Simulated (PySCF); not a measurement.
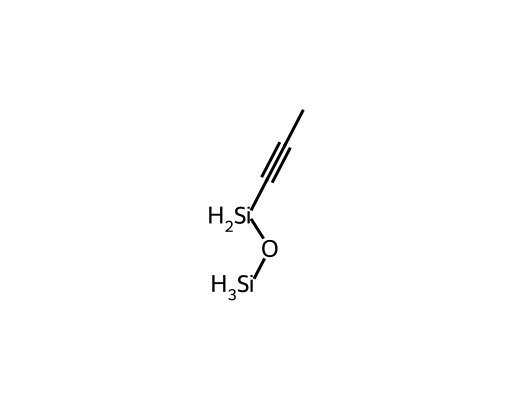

Figure made from data computed with PySCF.

2D structure.

Transcribe the drawing into SMILES.

Answer. CC#C[SiH2]O[SiH3]

Give the formula, hydrogens included.

Answer. C3H8OSi2.

An optimisation with PBE0-D3(BJ)/def2-SVP gave a structure of which point group?

Answer. C1. Other conformers may differ.
